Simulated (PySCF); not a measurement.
**Run report: MoN3H9Cl3, geometry relaxation**

MoN3H9Cl3 (mer-MoCl3(NH3)3), multiplicity 4, SMILES [NH3]->[Mo](<-[NH3])(<-[NH3])([Cl])([Cl])[Cl], computed with PBE0-D3(BJ)/def2-SVP geometry optimisation, gas phase (PySCF 2.14.0).

It belongs to a series of runs on one base structure; here: mer Cl, NH3.

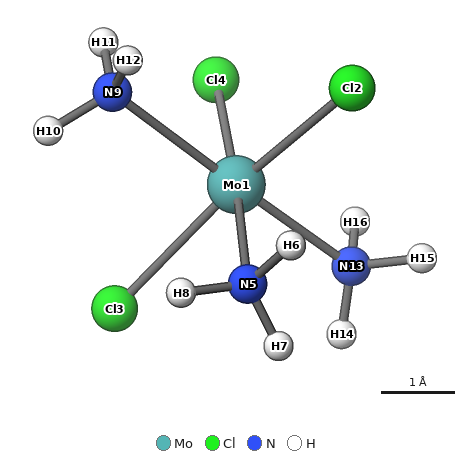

The structure as given in the input (ball-and-stick view, seen at a tilt; atoms are numbered from 1 in the order of the input). Sticks mark near contacts. Bond lengths as drawn: Cl–Mo 2.42 to 2.47 Å, H–N 0.97 to 1.11 Å and Mo–N 2.16 to 2.38 Å.

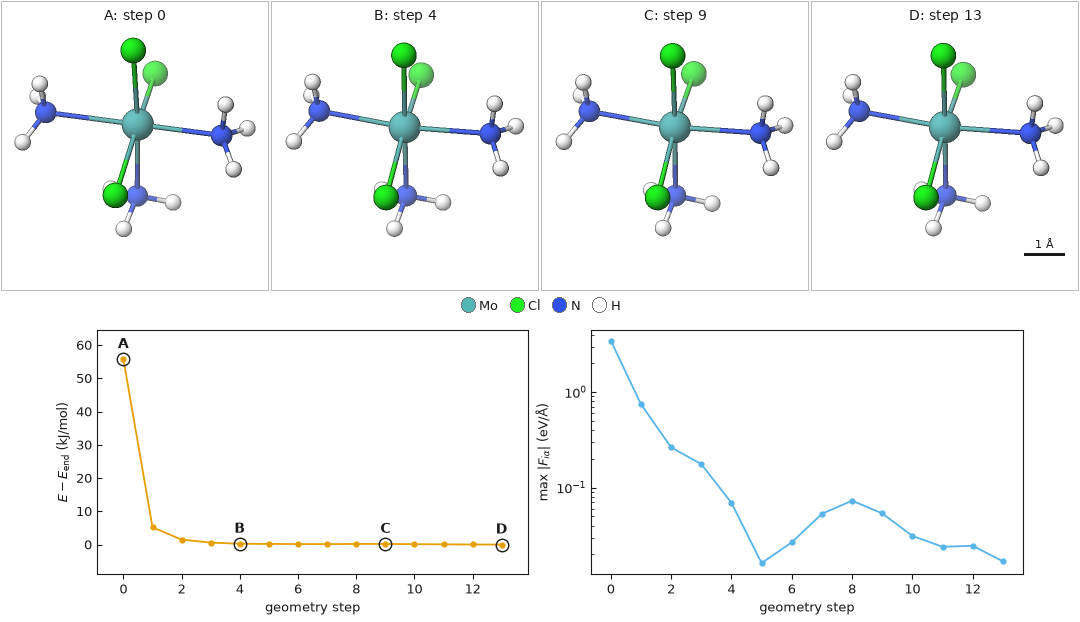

Frames of the relaxation (ball-and-stick view, seen at a tilt) above the curves, on which the letters mark them (steps are counted from 0).

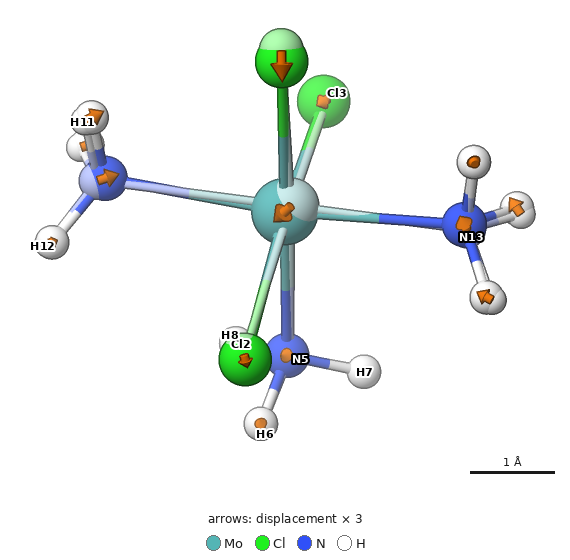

Start (faint) and end (solid) with the displacements as orange arrows, magnified 3 times (ball-and-stick view, seen at a tilt). The two geometries are laid on each other by the best rigid fit. The atom that moves furthest after the best rigid fit is Cl4 (0.13 Å). By element the largest moves are Cl 0.13 Å, Mo 0.12 Å, N 0.10 Å, H 0.09 Å. Distances before and after: Mo1–N9 2.365 → 2.215 Å, Mo1–N5 2.381 → 2.252 Å, N13–H16 1.107 → 1.025 Å, Mo1–Cl3 2.471 → 2.412 Å. Among the angles that change: N9–Mo1–N13 178.7° → 172.0°, Cl4–Mo1–N13 92.5° → 86.0°, H7–N5–H8 112.5° → 106.1°. Over 13 geometry steps the energy falls by 55.7 kJ/mol. Largest force component: 3.5 eV/Å at the start, 0.017 eV/Å at the end. (Atoms are counted from 1 in the order of the input.)

The input and output of the run follow.

The input
```
{"job": {"xc": "PBE0", "basis": "def2-SVP", "d3": "d3bj", "grid": 1, "maxiter": 30, "shake": 0.03, "kind": "geom"}, "charge": 0, "multiplicity": 4}
Mo     0.496530    -0.074690    -0.001800
Cl     0.075550    -0.009710     2.385680
Cl     0.191030     0.005260    -2.452070
Cl     2.912650     0.020840     0.029980
N     -1.883040    -0.032040    -0.061540
H     -2.191530     0.101820     0.930710
H     -2.228900    -0.881190    -0.405390
H     -2.208980     0.767240    -0.599050
N      0.540300     2.289210     0.051540
H      0.265450     2.697160    -0.859470
H      1.522400     2.418260     0.146430
H      0.077330     2.733040     0.784800
N      0.487250    -2.238400    -0.012300
H      0.174560    -2.732000    -0.797540
H      0.152340    -2.731210     0.848400
H      1.582720    -2.367530     0.078030
```

The first line tells a small driver script what to run in PySCF; the rest is the geometry in Å.

Launch command:
```bash
OMP_NUM_THREADS=1 python <driver script> task.json out
```

What the program printed
```
step   0  E = -1617.51120075  max force = 0.067236
step   1  E = -1617.53045023  max force = 0.014535
step   2  E = -1617.53186695  max force = 0.005128
step   3  E = -1617.53220743  max force = 0.003425
step   4  E = -1617.53234074  max force = 0.001347
step   5  E = -1617.53236170  max force = 0.000314
step   6  E = -1617.53237542  max force = 0.000520
step   7  E = -1617.53238122  max force = 0.001035
step   8  E = -1617.53236343  max force = 0.001418
step   9  E = -1617.53236518  max force = 0.001044
step  10  E = -1617.53238794  max force = 0.000607
step  11  E = -1617.53240822  max force = 0.000467
step  12  E = -1617.53242518  max force = 0.000479
step  13  E = -1617.53243294  max force = 0.000329
optimisation converged
```

Trajectory as extended XYZ (Å, eV, eV/Å), 14 frames, from step=0 to step=13
```
16
Properties=species:S:1:pos:R:3:forces:R:3 step=0 energy=-44014.72168
Mo    0.4965   -0.0747   -0.0018   -1.1680   1.5825  -0.4527
Cl    0.0756   -0.0097    2.3857    0.0955  -0.0898  -0.0656
Cl    0.1910    0.0053   -2.4521    0.1487  -0.0371   0.5470
Cl    2.9127    0.0208    0.0300   -0.4644  -0.1758   0.0430
N    -1.8830   -0.0320   -0.0615    1.4031   1.9328   2.1963
H    -2.1915    0.1018    0.9307    0.3608  -0.2787  -0.9760
H    -2.2289   -0.8812   -0.4054   -0.9036  -1.4892  -0.8695
H    -2.2090    0.7672   -0.5990   -0.0996  -0.2390  -0.3015
N     0.5403    2.2892    0.0515   -0.1475  -1.8657  -2.6727
H     0.2655    2.6972   -0.8595    0.1271  -0.2860   0.6147
H     1.5224    2.4183    0.1464    1.2834   0.2428   0.2026
H     0.0773    2.7330    0.7848   -1.0729   0.9721   1.7342
N     0.4873   -2.2384   -0.0123    3.4574  -0.1405   3.1988
H     0.1746   -2.7320   -0.7975   -0.5467  -0.9637  -1.8388
H     0.1523   -2.7312    0.8484    0.0147   0.6588  -0.7804
H     1.5827   -2.3675    0.0780   -2.4881   0.1765  -0.5793
16
Properties=species:S:1:pos:R:3:forces:R:3 step=1 energy=-44015.24548
Mo    0.4489   -0.0223    0.0111   -0.7474   0.3287  -0.1286
Cl    0.0642   -0.0259    2.3975    0.0140  -0.0232   0.1211
Cl    0.1606    0.0772   -2.3816    0.0939  -0.0056  -0.1108
Cl    2.8228   -0.0383    0.0650    0.2137   0.0074   0.0195
N    -1.8113    0.0191   -0.0461    0.3761   0.0496   0.2885
H    -2.1116    0.1358    0.9222   -0.0917  -0.0758   0.0903
H    -2.1935   -0.8462   -0.4207   -0.1477   0.0775  -0.0937
H    -2.1441    0.8035   -0.6012   -0.1308  -0.0921  -0.1821
N     0.5059    2.1998    0.0180    0.1736  -0.2972  -0.0632
H     0.2282    2.5845   -0.8832   -0.0425   0.0679  -0.0651
H     1.5135    2.3448    0.1188    0.0168   0.1635   0.0806
H     0.0180    2.6680    0.7795    0.0628   0.0420   0.0357
N     0.5261   -2.2113    0.0046    0.4693  -0.4121   0.2538
H     0.2086   -2.7186   -0.8230   -0.0333   0.0849   0.0112
H     0.1835   -2.6768    0.8480   -0.2387   0.0954  -0.0617
H     1.5458   -2.3272    0.0575    0.0120  -0.0108  -0.1954
16
Properties=species:S:1:pos:R:3:forces:R:3 step=2 energy=-44015.28403
Mo    0.4185    0.0019    0.0123   -0.2637   0.0643  -0.0939
Cl    0.0258   -0.0273    2.4086    0.0347  -0.0171   0.0041
Cl    0.1644    0.1076   -2.3907    0.0441  -0.0156   0.0101
Cl    2.8095    0.0520    0.0681    0.0532  -0.0885   0.0247
N    -1.8324   -0.0210   -0.0319    0.1429  -0.0528   0.0210
H    -2.1439    0.0771    0.9357   -0.0641  -0.0075   0.0595
H    -2.2069   -0.8897   -0.4152   -0.0253   0.0804   0.0057
H    -2.2028    0.7408   -0.5976   -0.0700  -0.0125  -0.0472
N     0.5615    2.2071    0.0119    0.0416  -0.0190   0.1051
H     0.2943    2.6025   -0.8893   -0.0378   0.0488  -0.0312
H     1.5727    2.3428    0.1202   -0.0616   0.0224   0.0180
H     0.0875    2.6964    0.7735    0.0592  -0.0166  -0.0821
N     0.5250   -2.2137    0.0053    0.1161  -0.0977  -0.0533
H     0.1971   -2.7071   -0.8294   -0.0145   0.1179   0.1024
H     0.1562   -2.6660    0.8423   -0.1144   0.0235   0.0052
H     1.5391   -2.3372    0.0425    0.1596  -0.0300  -0.0481
16
Properties=species:S:1:pos:R:3:forces:R:3 step=3 energy=-44015.29330
Mo    0.4084    0.0022    0.0113    0.0109  -0.1761  -0.0242
Cl    0.0291   -0.0416    2.4134    0.0166  -0.0021  -0.0511
Cl    0.1737    0.1076   -2.3939    0.0160  -0.0054   0.0347
Cl    2.8105   -0.0466    0.0790   -0.0651   0.0612   0.0073
N    -1.8406    0.0011   -0.0242   -0.0140  -0.0354  -0.0381
H    -2.1600    0.0961    0.9435   -0.0140   0.0179  -0.0224
H    -2.2346   -0.8572   -0.4119    0.0330   0.0015   0.0358
H    -2.2179    0.7581   -0.5949   -0.0088   0.0259   0.0429
N     0.5466    2.2077    0.0120    0.0843   0.0400   0.0562
H     0.2740    2.6077   -0.8878    0.0056   0.0003   0.0204
H     1.5549    2.3613    0.1240   -0.0650  -0.0057  -0.0156
H     0.0721    2.6976    0.7722    0.0223  -0.0245  -0.0457
N     0.5630   -2.2201    0.0008    0.0192   0.0346  -0.0861
H     0.2278   -2.6984   -0.8373   -0.0406   0.0528   0.0490
H     0.1779   -2.6672    0.8333   -0.0072  -0.0108  -0.0009
H     1.5805   -2.3422    0.0268    0.0068   0.0256   0.0378
16
Properties=species:S:1:pos:R:3:forces:R:3 step=4 energy=-44015.29692
Mo    0.4046    0.0017    0.0096   -0.0082  -0.0254  -0.0084
Cl    0.0309   -0.0449    2.4080    0.0067  -0.0089  -0.0037
Cl    0.1710    0.1072   -2.3919    0.0111  -0.0083  -0.0082
Cl    2.8023   -0.0096    0.0807   -0.0038   0.0031   0.0033
N    -1.8454   -0.0156   -0.0239   -0.0115   0.0038  -0.0130
H    -2.1663    0.0771    0.9434   -0.0036   0.0090  -0.0128
H    -2.2310   -0.8776   -0.4101    0.0110  -0.0099   0.0149
H    -2.2312    0.7398   -0.5913   -0.0020   0.0094   0.0253
N     0.5628    2.2085    0.0161    0.0011   0.0223   0.0065
H     0.2928    2.6138   -0.8818    0.0007   0.0025   0.0147
H     1.5711    2.3531    0.1272   -0.0053  -0.0155  -0.0064
H     0.0933    2.7006    0.7764   -0.0043  -0.0010  -0.0055
N     0.5554   -2.2114   -0.0039    0.0693   0.0069  -0.0149
H     0.2140   -2.6821   -0.8423   -0.0220   0.0138  -0.0030
H     0.1676   -2.6591    0.8274    0.0076  -0.0037  -0.0055
H     1.5737   -2.3354    0.0229   -0.0467   0.0020   0.0167
16
Properties=species:S:1:pos:R:3:forces:R:3 step=5 energy=-44015.29749
Mo    0.4044    0.0005    0.0082   -0.0128   0.0137  -0.0094
Cl    0.0331   -0.0523    2.4060    0.0055  -0.0093   0.0044
Cl    0.1736    0.1068   -2.3940    0.0062  -0.0077   0.0013
Cl    2.8016   -0.0072    0.0795    0.0028   0.0006   0.0027
N    -1.8468   -0.0163   -0.0218   -0.0009   0.0116  -0.0087
H    -2.1668    0.0757    0.9456    0.0026   0.0012   0.0030
H    -2.2317   -0.8789   -0.4071    0.0014  -0.0049   0.0051
H    -2.2351    0.7405   -0.5854   -0.0017   0.0013   0.0071
N     0.5632    2.2089    0.0208   -0.0162   0.0026  -0.0037
H     0.2931    2.6178   -0.8751    0.0002   0.0039   0.0036
H     1.5717    2.3506    0.1312    0.0088  -0.0095  -0.0006
H     0.0945    2.6994    0.7822   -0.0032   0.0020   0.0067
N     0.5568   -2.2097   -0.0102    0.0028   0.0023   0.0002
H     0.2119   -2.6748   -0.8500   -0.0074   0.0032  -0.0104
H     0.1687   -2.6600    0.8195    0.0013  -0.0024  -0.0025
H     1.5735   -2.3349    0.0172    0.0108  -0.0086   0.0012
16
Properties=species:S:1:pos:R:3:forces:R:3 step=6 energy=-44015.29787
Mo    0.4039   -0.0004    0.0062    0.0006   0.0264   0.0041
Cl    0.0400   -0.0687    2.4045   -0.0006  -0.0084   0.0044
Cl    0.1756    0.1098   -2.3956   -0.0007  -0.0044   0.0028
Cl    2.8009   -0.0041    0.0783    0.0056   0.0011  -0.0009
N    -1.8477   -0.0145   -0.0180    0.0008   0.0150   0.0029
H    -2.1646    0.0748    0.9506    0.0089  -0.0069   0.0124
H    -2.2333   -0.8767   -0.4031   -0.0068   0.0020  -0.0034
H    -2.2395    0.7449   -0.5753   -0.0003  -0.0061  -0.0098
N     0.5609    2.2088    0.0303   -0.0267  -0.0066  -0.0105
H     0.2899    2.6244   -0.8621    0.0014   0.0032  -0.0032
H     1.5699    2.3467    0.1394    0.0133  -0.0008   0.0051
H     0.0937    2.6954    0.7950    0.0035   0.0018   0.0134
N     0.5596   -2.2088   -0.0234   -0.0225  -0.0010   0.0096
H     0.2095   -2.6644   -0.8664    0.0115  -0.0069  -0.0113
H     0.1711   -2.6641    0.8033   -0.0019  -0.0004  -0.0014
H     1.5757   -2.3371    0.0029    0.0140  -0.0081  -0.0143
16
Properties=species:S:1:pos:R:3:forces:R:3 step=7 energy=-44015.29802
Mo    0.4037   -0.0015    0.0034    0.0167   0.0272   0.0155
Cl    0.0494   -0.1027    2.4018   -0.0047  -0.0051   0.0041
Cl    0.1777    0.1210   -2.3971   -0.0112   0.0018   0.0041
Cl    2.8009    0.0022    0.0733    0.0037   0.0015  -0.0034
N    -1.8482   -0.0102   -0.0096    0.0013   0.0116   0.0121
H    -2.1573    0.0718    0.9623    0.0142  -0.0128   0.0152
H    -2.2370   -0.8700   -0.3968   -0.0135   0.0081  -0.0106
H    -2.2452    0.7544   -0.5560    0.0011  -0.0107  -0.0220
N     0.5554    2.2088    0.0493   -0.0247  -0.0166  -0.0114
H     0.2828    2.6364   -0.8368    0.0021   0.0003  -0.0062
H     1.5655    2.3415    0.1566    0.0096   0.0097   0.0095
H     0.0913    2.6874    0.8211    0.0113   0.0004   0.0152
N     0.5639   -2.2085   -0.0501   -0.0532  -0.0004   0.0133
H     0.2079   -2.6491   -0.8987    0.0272  -0.0140  -0.0082
H     0.1756   -2.6738    0.7712   -0.0044   0.0027  -0.0019
H     1.5791   -2.3415   -0.0274    0.0247  -0.0037  -0.0253
16
Properties=species:S:1:pos:R:3:forces:R:3 step=8 energy=-44015.29754
Mo    0.4036   -0.0027   -0.0016    0.0345   0.0160   0.0295
Cl    0.0691   -0.1737    2.3958   -0.0132   0.0072  -0.0052
Cl    0.1743    0.1517   -2.3982   -0.0242   0.0134   0.0046
Cl    2.8009    0.0160    0.0616    0.0021  -0.0012  -0.0084
N    -1.8487   -0.0032    0.0073    0.0029  -0.0039   0.0216
H    -2.1408    0.0611    0.9859    0.0136  -0.0159   0.0135
H    -2.2450   -0.8564   -0.3870   -0.0172   0.0136  -0.0160
H    -2.2547    0.7719   -0.5171    0.0041  -0.0118  -0.0284
N     0.5451    2.2076    0.0915   -0.0080  -0.0242  -0.0057
H     0.2681    2.6588   -0.7813   -0.0001  -0.0034  -0.0079
H     1.5570    2.3322    0.1943    0.0009   0.0224   0.0133
H     0.0884    2.6687    0.8783    0.0169  -0.0016   0.0137
N     0.5712   -2.2069   -0.1070   -0.0729  -0.0017   0.0101
H     0.2065   -2.6202   -0.9657    0.0388  -0.0205  -0.0034
H     0.1851   -2.6926    0.7035   -0.0049   0.0050  -0.0015
H     1.5854   -2.3462   -0.0939    0.0268   0.0064  -0.0297
16
Properties=species:S:1:pos:R:3:forces:R:3 step=9 energy=-44015.29759
Mo    0.4036   -0.0027   -0.0046    0.0338   0.0007   0.0219
Cl    0.0788   -0.2158    2.3903   -0.0122   0.0147  -0.0017
Cl    0.1655    0.1777   -2.3975   -0.0262   0.0200   0.0047
Cl    2.8012    0.0245    0.0495    0.0005  -0.0040  -0.0084
N    -1.8484   -0.0010    0.0189    0.0017  -0.0192   0.0156
H    -2.1286    0.0492    1.0019    0.0068  -0.0103   0.0063
H    -2.2501   -0.8485   -0.3824   -0.0122   0.0122  -0.0139
H    -2.2590    0.7809   -0.4915    0.0044  -0.0063  -0.0196
N     0.5389    2.2060    0.1233    0.0134  -0.0215  -0.0005
H     0.2581    2.6729   -0.7401   -0.0029  -0.0035  -0.0037
H     1.5518    2.3282    0.2232   -0.0080   0.0231   0.0102
H     0.0877    2.6539    0.9210    0.0128  -0.0045   0.0074
N     0.5752   -2.2051   -0.1475   -0.0537  -0.0027   0.0026
H     0.2084   -2.6042   -1.0122    0.0295  -0.0151   0.0014
H     0.1928   -2.7050    0.6561   -0.0028   0.0028  -0.0032
H     1.5897   -2.3450   -0.1421    0.0152   0.0136  -0.0191
16
Properties=species:S:1:pos:R:3:forces:R:3 step=10 energy=-44015.29821
Mo    0.4033   -0.0019   -0.0044    0.0298  -0.0056   0.0133
Cl    0.0780   -0.2144    2.3906   -0.0093   0.0111  -0.0013
Cl    0.1593    0.1844   -2.3962   -0.0204   0.0200   0.0031
Cl    2.8012    0.0246    0.0468   -0.0003  -0.0055  -0.0076
N    -1.8484   -0.0038    0.0188   -0.0018  -0.0211   0.0108
H    -2.1280    0.0444    1.0022    0.0015  -0.0031  -0.0006
H    -2.2507   -0.8501   -0.3845   -0.0045   0.0084  -0.0098
H    -2.2586    0.7784   -0.4918    0.0048  -0.0031  -0.0072
N     0.5402    2.2060    0.1272    0.0198  -0.0112  -0.0009
H     0.2585    2.6734   -0.7358   -0.0053  -0.0029   0.0032
H     1.5528    2.3306    0.2268   -0.0094   0.0139   0.0058
H     0.0899    2.6525    0.9261    0.0044  -0.0041   0.0035
N     0.5749   -2.2046   -0.1508   -0.0312  -0.0021  -0.0003
H     0.2096   -2.6063   -1.0149    0.0201  -0.0076  -0.0027
H     0.1933   -2.7050    0.6530    0.0050   0.0003  -0.0011
H     1.5902   -2.3420   -0.1468   -0.0031   0.0125  -0.0081
16
Properties=species:S:1:pos:R:3:forces:R:3 step=11 energy=-44015.29876
Mo    0.4032   -0.0014   -0.0043    0.0240  -0.0070   0.0065
Cl    0.0757   -0.2019    2.3913   -0.0053   0.0020   0.0014
Cl    0.1543    0.1836   -2.3958   -0.0142   0.0221   0.0014
Cl    2.8012    0.0215    0.0447   -0.0003  -0.0047  -0.0065
N    -1.8485   -0.0066    0.0174   -0.0040  -0.0209   0.0076
H    -2.1285    0.0422    1.0007   -0.0021   0.0036  -0.0047
H    -2.2510   -0.8529   -0.3858    0.0015   0.0045  -0.0082
H    -2.2577    0.7747   -0.4953    0.0040  -0.0003   0.0017
N     0.5423    2.2059    0.1286    0.0225  -0.0030  -0.0062
H     0.2601    2.6731   -0.7343   -0.0087   0.0008   0.0076
H     1.5545    2.3334    0.2284   -0.0054   0.0045   0.0024
H     0.0924    2.6515    0.9283   -0.0044  -0.0046   0.0009
N     0.5741   -2.2044   -0.1506   -0.0209  -0.0018   0.0012
H     0.2104   -2.6098   -1.0135    0.0130   0.0002  -0.0084
H     0.1932   -2.7041    0.6538    0.0122  -0.0039   0.0026
H     1.5901   -2.3388   -0.1472   -0.0120   0.0085   0.0006
16
Properties=species:S:1:pos:R:3:forces:R:3 step=12 energy=-44015.29922
Mo    0.4040   -0.0006   -0.0027    0.0003  -0.0110  -0.0054
Cl    0.0714   -0.1839    2.3940    0.0028  -0.0067  -0.0013
Cl    0.1467    0.1870   -2.3937   -0.0027   0.0181   0.0013
Cl    2.8022    0.0143    0.0419   -0.0011  -0.0013  -0.0033
N    -1.8477   -0.0108    0.0140    0.0017  -0.0138   0.0048
H    -2.1309    0.0400    0.9963   -0.0083   0.0055  -0.0071
H    -2.2489   -0.8569   -0.3907    0.0065   0.0002  -0.0022
H    -2.2532    0.7698   -0.5028    0.0001   0.0038   0.0078
N     0.5451    2.2060    0.1254    0.0246   0.0055  -0.0017
H     0.2612    2.6705   -0.7385   -0.0101   0.0018   0.0095
H     1.5565    2.3387    0.2254   -0.0046  -0.0034  -0.0013
H     0.0939    2.6509    0.9247   -0.0085  -0.0030  -0.0023
N     0.5715   -2.2047   -0.1440   -0.0034  -0.0058   0.0014
H     0.2119   -2.6174   -1.0052    0.0006   0.0098  -0.0063
H     0.1937   -2.7035    0.6625    0.0103  -0.0027  -0.0003
H     1.5883   -2.3335   -0.1402   -0.0081   0.0028   0.0064
16
Properties=species:S:1:pos:R:3:forces:R:3 step=13 energy=-44015.29943
Mo    0.4042   -0.0006   -0.0028   -0.0076  -0.0034  -0.0031
Cl    0.0720   -0.1761    2.3945    0.0049  -0.0128  -0.0001
Cl    0.1427    0.1890   -2.3933    0.0005   0.0169   0.0004
Cl    2.8023    0.0099    0.0386    0.0009   0.0021  -0.0023
N    -1.8475   -0.0129    0.0141    0.0043  -0.0053   0.0051
H    -2.1325    0.0378    0.9957   -0.0068   0.0021  -0.0027
H    -2.2476   -0.8587   -0.3921    0.0038  -0.0014  -0.0028
H    -2.2523    0.7681   -0.5025   -0.0015   0.0030   0.0031
N     0.5460    2.2057    0.1290    0.0138   0.0032  -0.0025
H     0.2597    2.6725   -0.7327   -0.0081   0.0038   0.0038
H     1.5571    2.3400    0.2282    0.0010  -0.0027  -0.0012
H     0.0946    2.6470    0.9302   -0.0056  -0.0040   0.0002
N     0.5710   -2.2042   -0.1467   -0.0056  -0.0048   0.0042
H     0.2121   -2.6154   -1.0089   -0.0010   0.0082  -0.0039
H     0.1958   -2.7059    0.6590    0.0029  -0.0044  -0.0012
H     1.5879   -2.3303   -0.1438    0.0041  -0.0005   0.0029
```

Key numbers

```csv
quantity,value
outcome,converged
total energy,−1617.532433 hartree
⟨S²⟩,3.763
dipole moment,6.49 D
point group,C1
hardware,"1 CPU thread, shared host"
wall time,11 min
peak memory,0.96 GiB
```
